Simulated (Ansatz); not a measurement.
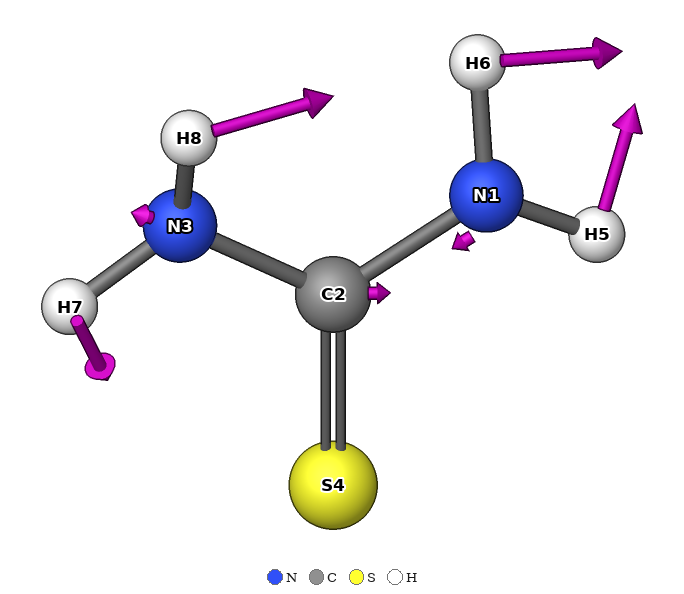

The arrows show one normal mode. Harmonic vibrations computed with RKS PBE0-D4/def2-TZVP (Ansatz 0.2.0) at a stationary point of the same level.

Q: At what wavenumber does it lie?

A: 1629 cm⁻¹; it is mode 13 of 18 counted from the lowest.
